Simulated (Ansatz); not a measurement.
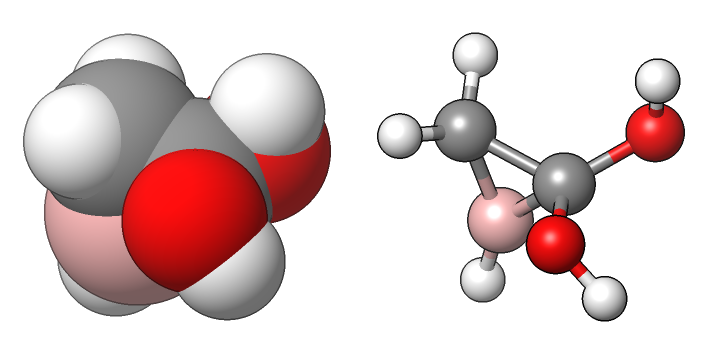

Both panels show the same species. Colours: oxygen red, carbon grey, boron pink, hydrogen white.

The geometry was computed by an optimisation with PBE0-D4/def2-TZVP.

What is the molecular formula?

C2H5BO2, 10 atoms: 2 carbon, 5 hydrogen, 1 boron and 2 oxygen.

Give a SMILES string for it.

OC1(O)BC1

Does it have rings?

Independent rings (smallest set): 1 of 3 members.

How many bonds of each kind are drawn?

2 C–O, 2 C–B, 2 O–H, 2 C–H, 1 C–C, 1 B–H.

The parts below concern this one geometry. Atoms keep their numbers from picture to picture.

Dipole moment

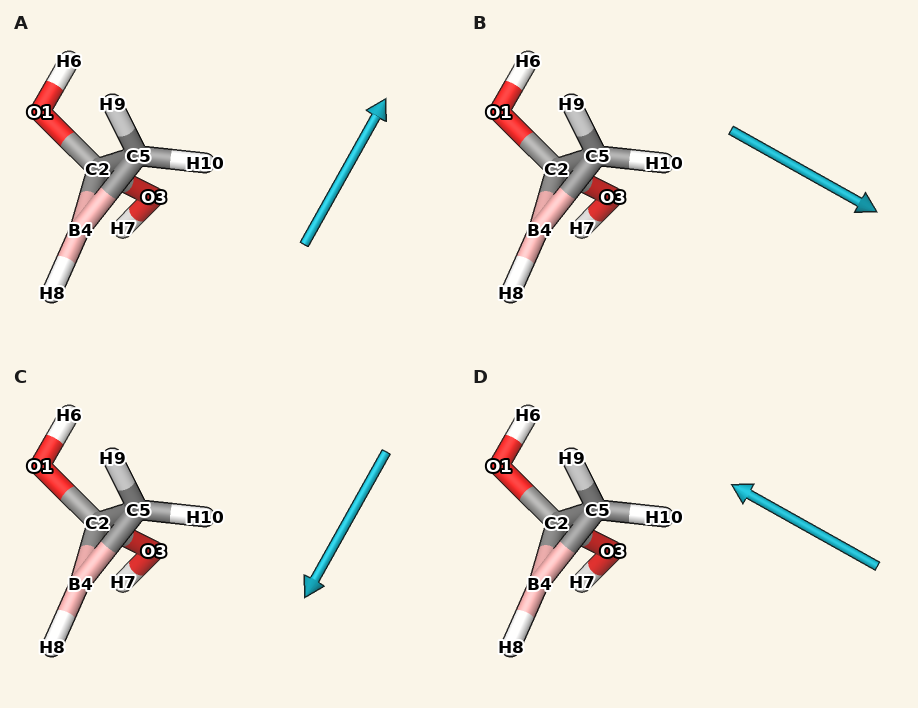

The same molecule four times, each with an arrow. Method: RKS r2SCAN-D4/def2-TZVPP (Ansatz 0.2.0).

Which arrow points along the dipole moment, from the negative to the positive end?

A. The dipole moment is 0.35 D; it points from the side of H8 to the side of H6 (the outermost atoms at the two ends).

Vibrations

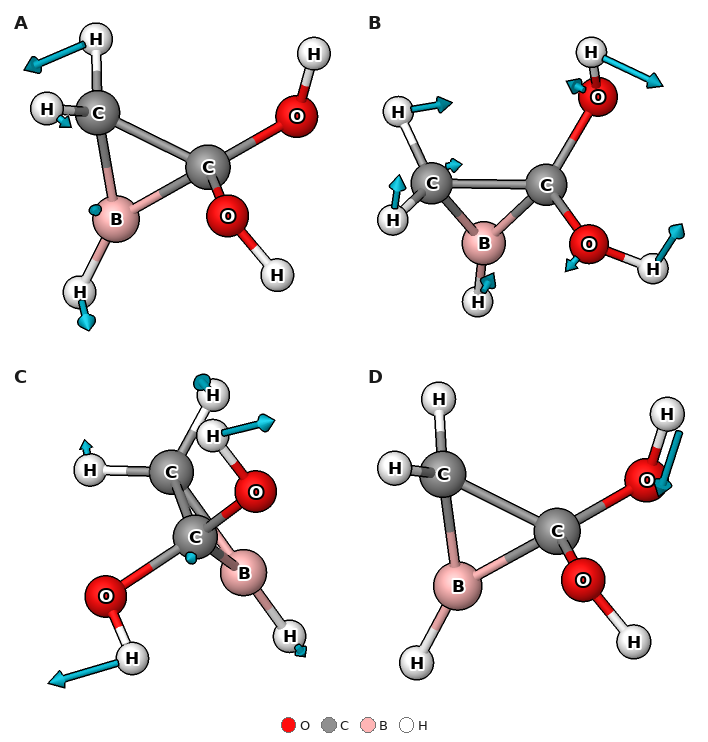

4 normal modes of one molecule or complex, as arrows. Harmonic vibrations computed with RKS PBE0-D4/def2-TZVP (Ansatz 0.2.0) at a stationary point of the same level.

Match the panels to the wavenumbers 520 cm⁻¹, 947 cm⁻¹, 1216 cm⁻¹, 3778 cm⁻¹.

A: 947 cm⁻¹, angle bending
B: 520 cm⁻¹
C: 1216 cm⁻¹
D: 3778 cm⁻¹, O–H stretching

Charges

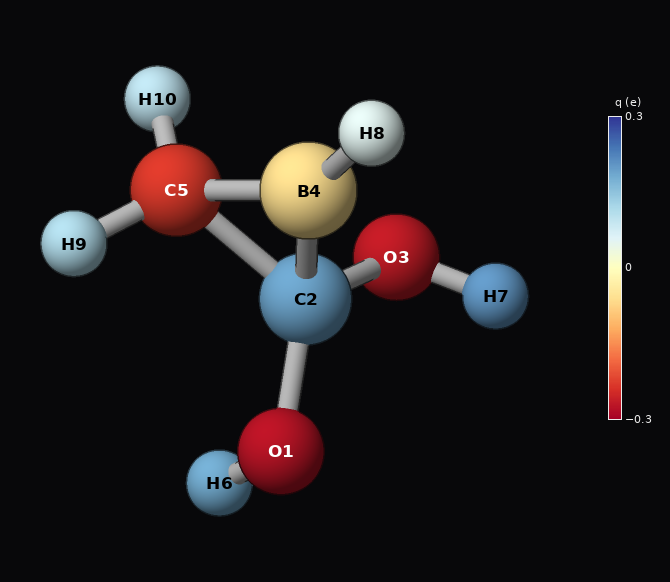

Atoms are coloured by their Mulliken charges. Properties computed with RKS PBE-D4/def2-TZVPP (Ansatz 0.2.0).

List the Mulliken charges.

```csv
atom,value (e)
O1,−0.27
C2,0.19
O3,−0.26
B4,−0.06
C5,−0.23
H6,0.18
H7,0.20
H8,0.05
H9,0.11
H10,0.10
```

Mulliken values depend strongly on the basis set and can even reverse the polarity of a bond.
